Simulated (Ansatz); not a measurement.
C2H10InN3 (SMILES C[N](C)[In]([NH2])[NH2])

The calculation's input:

```
crystal:
  periodic: [false, false, false]
  atoms:
    - {symbol: C, position_ang: [0.171183, -0.790081, 1.837217]}
    - {symbol: N, position_ang: [0.434698, -0.526820, 0.450388]}
    - {symbol: C, position_ang: [1.537351, -1.289483, -0.063834]}
    - {symbol: In, position_ang: [-0.633496, 0.771384, -0.657757]}
    - {symbol: N, position_ang: [-0.116499, 1.041478, -2.598721]}
    - {symbol: N, position_ang: [-2.176976, 1.750350, 0.218109]}
    - {symbol: H, position_ang: [-0.680370, -0.207123, 2.197469]}
    - {symbol: H, position_ang: [-0.063285, -1.851959, 2.017339]}
    - {symbol: H, position_ang: [1.034574, -0.542329, 2.476436]}
    - {symbol: H, position_ang: [1.724213, -1.058245, -1.115676]}
    - {symbol: H, position_ang: [1.359265, -2.375075, 0.008630]}
    - {symbol: H, position_ang: [2.471201, -1.083406, 0.484300]}
    - {symbol: H, position_ang: [0.313168, 0.245547, -3.049561]}
    - {symbol: H, position_ang: [-0.853978, 1.380604, -3.200645]}
    - {symbol: H, position_ang: [-2.437628, 2.625181, -0.215400]}
    - {symbol: H, position_ang: [-2.083411, 1.909997, 1.211666]}
basis:
  gaussian: {orbitals: def2-TZVPP}
hamiltonian: {xc: pbe0, dispersion: d4}
output: {orbitals: {seedname: orbitals}}
```

Run with:

```sh
ansatz run in.yaml --threads 2 --pin off --events-out ev --progress --plain --max-ram 32768MiB --backend cuda --devices 0, --max-vram 18GiB
```

Geometry: PBE0-D4/def2-TZVP; core potentials replace the inner electrons of In.

All numbers below come from RKS PBE0-D4/def2-TZVPP in Ansatz.

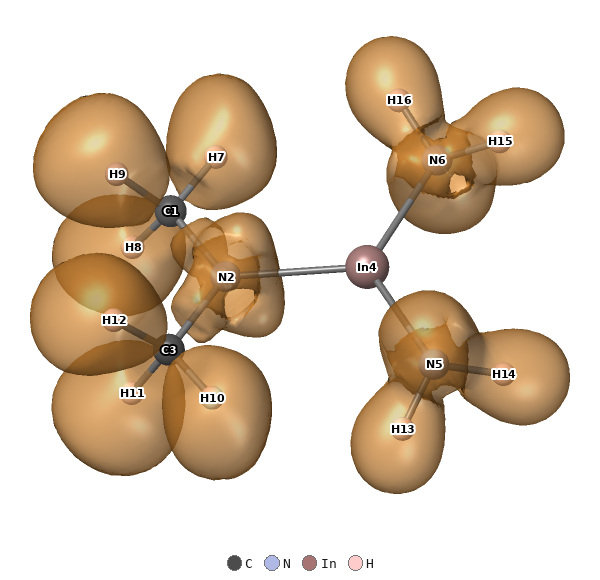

Figure 1. Isosurface of the ELF at 0.75 (orange), seen at a tilt. Only the valence region is drawn (cores and ρ < 0.01 e/Å³ removed).

Q: Describe the localisation domains.

A: The ELF exceeds this value in six regions around hydrogen nuclei, one region on N in which the atom's valence shell and bonds are merged and two joined regions spread over several atoms (H, N), in which their bonds and any lone pairs are merged. Profiles from the grid: C–N (1.44 Å): the ELF peaks at about 0.90 between the atoms (a shared electron pair). In–N (2.01 Å): the ELF peaks at about 0.85 in the valence shell of N, 0.6 Å from its nucleus, and drops to about 0.15 between the two atoms.

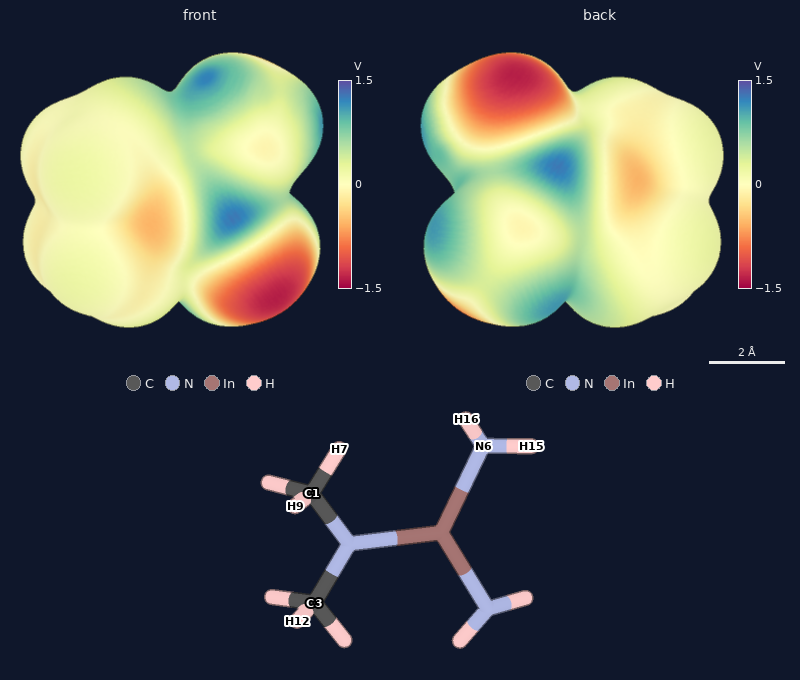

Figure 2. The electrostatic potential painted on the density surface at 0.001 e/bohr³, seen from the front and from behind; red is negative and blue positive. The bare structure is drawn below in the same view.

Q: Where is the surface potential most negative and most positive?

A: The most negative region (about −1.3 V, or −30 kcal/mol for a unit charge) lies over N5 and N6, the most positive (about +1.2 V, or +28 kcal/mol for a unit charge) over In4 and H16.

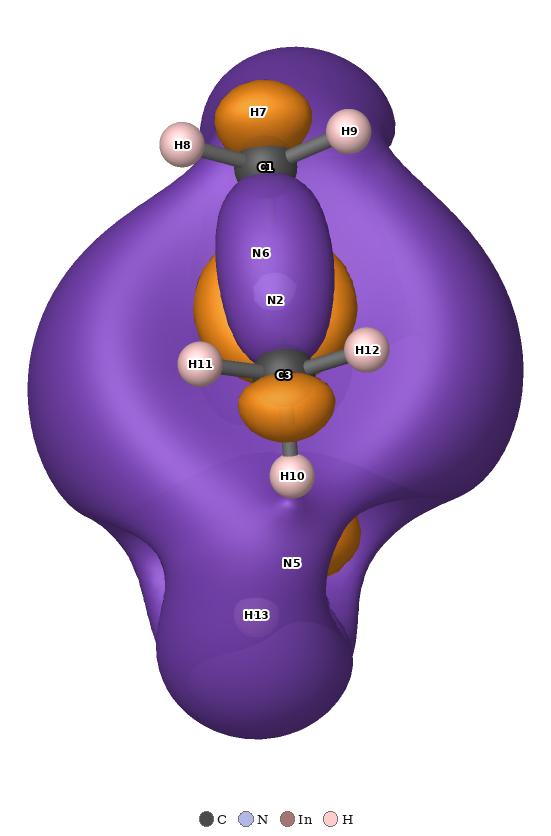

Figure 3. The LUMO at ±0.06 Å⁻³ᐟ² (orange and purple are the two phases), seen at an oblique angle.

Q: What is the character of this orbital?

A: It lies mainly on In4 (about 45 %), N5 (about 10 %), N6 (about 10 %) and N2 (about 5 %). Its energy is −0.64 eV.
